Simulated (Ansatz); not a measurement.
**Fields on a plane of MoSi2 (MoSi2 type, space group I4/mmm)**

```xyz
3
Lattice="-1.5951 1.5951 3.9103 1.5951 -1.5951 3.9103 1.5951 1.5951 -3.9103" Properties=species:S:1:pos:R:3 pbc="T T T"
Mo     0.0000     0.0000     0.0000
Si     0.0000     0.0000     2.6206
Si     0.0000     0.0000     5.2000
```

The slice is a (001) plane (indices of the conventional cell) through the point (0.665, 0.665, 0.000) (fractional), spanned by u = [101] and v = [011] in vectors of this cell: u (3.19 Å) and v (3.19 Å, at 90° to u). It covers one period; positions are fractions (u, v).

Atoms on it: Si at (0.00, 0.00).

All values below come from PBEsol (plane waves to 420 eV, PAW, scalar-relativistic; Ansatz, an electronic-structure program). k mesh 20×20×20. Near the nuclei the fields are pseudised (PAW); where an atom keeps semicore shells as valence, they peak there. MoSi2 is run without spin polarisation. MoSi2 was relaxed with its symmetry unable to fall.

```
|xxxxxxxxxxxxxxxx226688999999886622xxxxxxxxxxxxxx|
|xxxxxxxxxxxxxxxx336688999999886633xxxxxxxxxxxxxx|
|xxxxxxxxxxxxxx0044778899999988774400xxxxxxxxxxxx|
|xxxxxxxxxxxxxx2255778899999988775522xxxxxxxxxxxx|
|xxxxxxxxxxxx00446677888899888877664400xxxxxxxxxx|
|xxxxxxxxxx003355777788888888887777553300xxxxxxxx|
|xxxxxx00224455667777777777777777776655442200xxxx|
|222233445566777777776666666666777777776655443322|
|666666777777777777665555555555667777777777776666|
|888888888888887766555544444455556677888888888888|
|999999999988887766554433334444556677888899999999|
|999999999999887766554433333344556677889999999999|
|999999999999887766554433333344556677888899999999|
|888888888888887766555544444455556677888888888888|
|666666777777777777665555555555667777777777776666|
|222233445566777777776666666666777777776655443322|
|xxxxxx00224455667777777777777777776655442200xxxx|
|xxxxxxxxxx003355777788888888887777553300xxxxxxxx|
|xxxxxxxxxxxx00446677889999888877664400xxxxxxxxxx|
|xxxxxxxxxxxxxx2255778899999988775522xxxxxxxxxxxx|
|xxxxxxxxxxxxxx0044778899999988774400xxxxxxxxxxxx|
|xxxxxxxxxxxxxxxx336688999999886633xxxxxxxxxxxxxx|
|xxxxxxxxxxxxxxxx226688999999886622xxxxxxxxxxxxxx|
|xxxxxxxxxxxxxxxx226688999999886622xxxxxxxxxxxxxx|
```
Scale: ten equal steps from 4.63 (start of '0') to 12.74 (end of '9'), in the order '0123456789'. Values: electrostatic potential energy of an electron, from the cell's mean, in eV. The map has 24 points along u (two characters each, u = 0 at the left) and 24 along v (v = 0 in the bottom row). Points within 1 Å of a nucleus are blanked (x), as the pseudised field means little there. The zero, the cell's mean, hangs on the PAW cores.

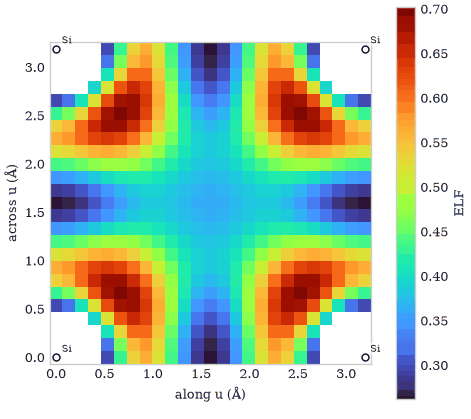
Figure. Electron localisation function (ELF), one period of the plane, atoms marked. Points within 0.5 Å of a nucleus are left white, as the pseudised field means little there.
